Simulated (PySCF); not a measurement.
## Geometry relaxation of BH$_{2}$O$_{3}$ (charge −1)

- system: BH$_{2}$O$_{3}$, charge −1, SMILES [O-]B(O)O
- method: PBE0-D3(BJ)/def2-SVP geometry optimisation, gas phase (PySCF 2.14.0)

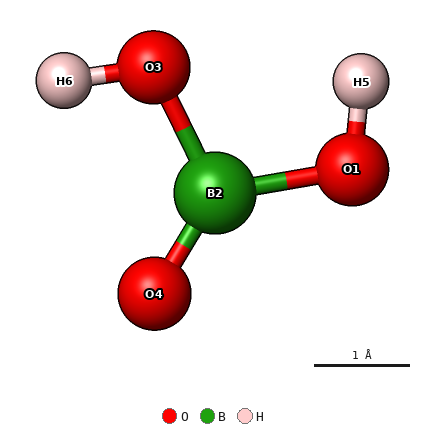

Figure 1. The structure as given in the input (ball-and-stick view, seen on its broad side; atoms are numbered from 1 in the order of the input). Bond lengths as drawn: B–O 1.24 to 1.48 Å and H–O 0.93 to 0.96 Å.

### Summary

- outcome: converged
- total energy: −251.422202 hartree
- point group: Cs
- hardware: 1 CPU thread, shared host
- wall time: 18 s
- peak memory: 0.36 GiB

### Input
```
{"job": {"xc": "PBE0", "basis": "def2-SVP", "d3": "d3bj", "grid": 2, "kind": "geom", "shake": 0.01}, "charge": -1, "multiplicity": 1}
O     -0.340685    -1.097777     0.888702
B     -0.447041    -0.068501    -0.155064
O      0.858871     0.626264    -0.200567
O     -1.383522     0.217183    -0.910271
H      0.518975    -1.005418     1.234247
H      0.814442     1.296244    -0.880139
```

The first line tells a small driver script what to run in PySCF; the rest is the geometry in Å.

Run as:
```bash
OMP_NUM_THREADS=1 python <driver script> task.json out
```

### What the program printed
```
step   0  E = -251.41709931  max force = 0.055683
step   1  E = -251.42030797  max force = 0.008225
step   2  E = -251.42104492  max force = 0.010117
step   3  E = -251.42211631  max force = 0.003410
step   4  E = -251.42213215  max force = 0.002301
step   5  E = -251.42219639  max force = 0.000719
step   6  E = -251.42220169  max force = 0.000194
optimisation converged
```

### Trajectory as extended XYZ (Å, eV, eV/Å), 7 frames, from step=0 to step=6
```
6
Properties=species:S:1:pos:R:3:forces:R:3 step=0 energy=-6841.40774
O    -0.3407   -1.0978    0.8887   -1.8167   0.4090  -1.2421
B    -0.4470   -0.0685   -0.1551    2.8633  -0.4990   1.7150
O     0.8589    0.6263   -0.2006    0.1636  -0.5143   0.6479
O    -1.3835    0.2172   -0.9103   -2.4937   0.3780  -1.5466
H     0.5190   -1.0054    1.2343    1.6445   0.2043   0.6232
H     0.8144    1.2962   -0.8801   -0.3610   0.0220  -0.1974
6
Properties=species:S:1:pos:R:3:forces:R:3 step=1 energy=-6841.49505
O     0.5342   -1.2061   -0.5040    0.2949  -0.2709  -0.0043
B    -0.3080   -0.0712   -0.3080   -0.4229  -0.3446   0.0977
O     0.1696    0.6469    0.8551    0.3430   0.3604   0.0007
O    -1.3488    0.2280   -0.9889    0.0103   0.2872  -0.1881
H     1.2101   -1.1404    0.1782   -0.0236  -0.0153  -0.0591
H    -0.2360    1.5104    0.7447   -0.2016  -0.0167   0.1531
6
Properties=species:S:1:pos:R:3:forces:R:3 step=2 energy=-6841.51511
O     0.5338   -1.2263   -0.5041   -0.1448  -0.1001   0.2697
B    -0.3301   -0.0994   -0.2753    0.3745   0.4216  -0.5202
O     0.2114    0.6910    0.8239    0.0428  -0.1390   0.0852
O    -1.3252    0.2568   -0.9990   -0.1778  -0.0987   0.1677
H     1.2216   -1.1634    0.1648    0.0120   0.0134  -0.0107
H    -0.2905    1.5089    0.7666   -0.1067  -0.0972   0.0083
6
Properties=species:S:1:pos:R:3:forces:R:3 step=3 energy=-6841.54426
O     0.5151   -1.2514   -0.4778   -0.1018   0.1753   0.0227
B    -0.2998   -0.0726   -0.3109    0.0148   0.0052   0.0326
O     0.2483    0.7180    0.7892    0.0368  -0.1108  -0.1024
O    -1.3336    0.2596   -0.9924    0.0893  -0.0386   0.0463
H     1.2237   -1.1700    0.1663   -0.0088   0.0121   0.0294
H    -0.3327    1.4840    0.8026   -0.0303  -0.0433  -0.0286
6
Properties=species:S:1:pos:R:3:forces:R:3 step=4 energy=-6841.54469
O     0.5141   -1.2420   -0.4724   -0.0314  -0.0790  -0.1099
B    -0.3027   -0.0703   -0.3175    0.1183  -0.0695   0.0543
O     0.2644    0.7082    0.7749   -0.0812   0.1074  -0.0027
O    -1.3388    0.2615   -0.9935    0.0271  -0.0021   0.0300
H     1.2141   -1.1527    0.1804   -0.0274   0.0039   0.0021
H    -0.3301    1.4629    0.8052   -0.0054   0.0393   0.0263
6
Properties=species:S:1:pos:R:3:forces:R:3 step=5 energy=-6841.54644
O     0.5126   -1.2455   -0.4771    0.0155  -0.0052  -0.0120
B    -0.2963   -0.0706   -0.3125    0.0165  -0.0137   0.0081
O     0.2609    0.7171    0.7780    0.0075   0.0130   0.0055
O    -1.3324    0.2608   -0.9879   -0.0370   0.0141  -0.0163
H     1.2146   -1.1627    0.1742    0.0017  -0.0140   0.0123
H    -0.3384    1.4685    0.8024   -0.0042   0.0058   0.0023
6
Properties=species:S:1:pos:R:3:forces:R:3 step=6 energy=-6841.54658
O     0.5150   -1.2443   -0.4794    0.0023   0.0087  -0.0030
B    -0.2957   -0.0700   -0.3130    0.0100  -0.0032   0.0031
O     0.2619    0.7194    0.7767    0.0026   0.0009  -0.0019
O    -1.3338    0.2605   -0.9867   -0.0079  -0.0010  -0.0025
H     1.2136   -1.1669    0.1764   -0.0059  -0.0044   0.0048
H    -0.3399    1.4689    0.8031   -0.0010  -0.0011  -0.0005
```

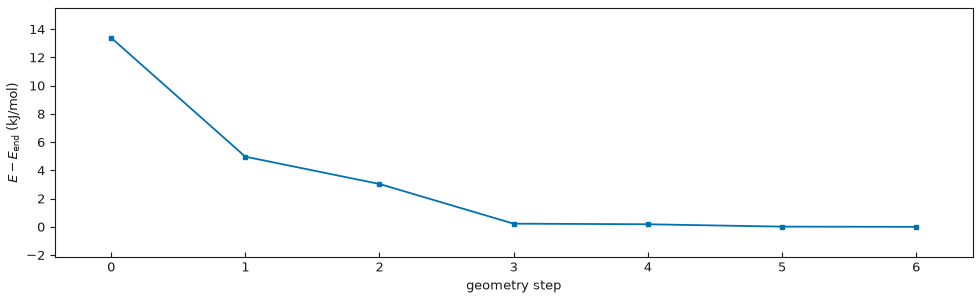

Figure 2. Progress of the relaxation, step by step (steps are counted from 0).

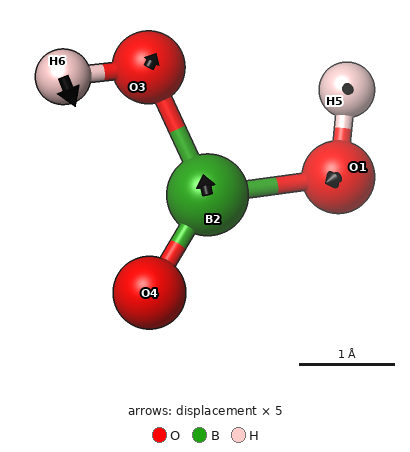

Figure 3. The starting structure with the displacements as black arrows, magnified 5 times (ball-and-stick view, seen at a tilt). The two geometries are laid on each other by the best rigid fit. H6 moves most after the best rigid fit: 0.070 Å. By element the largest moves are H 0.070 Å, B 0.046 Å, O 0.038 Å. Among the contacts that change: B2–O4 1.237 → 1.281 Å, O1–B2 1.470 → 1.437 Å, O1–H5 0.931 → 0.961 Å, B2–O3 1.480 → 1.457 Å. Among the angles that change: B2–O3–H6 108.1° → 101.7°, O1–B2–O4 130.6° → 127.4°. After 6 geometry steps the energy has fallen by 13.4 kJ/mol. Largest force component: 2.9 eV/Å at the start, 0.01 eV/Å at the end. (Atoms are counted from 1 in the order of the input.)
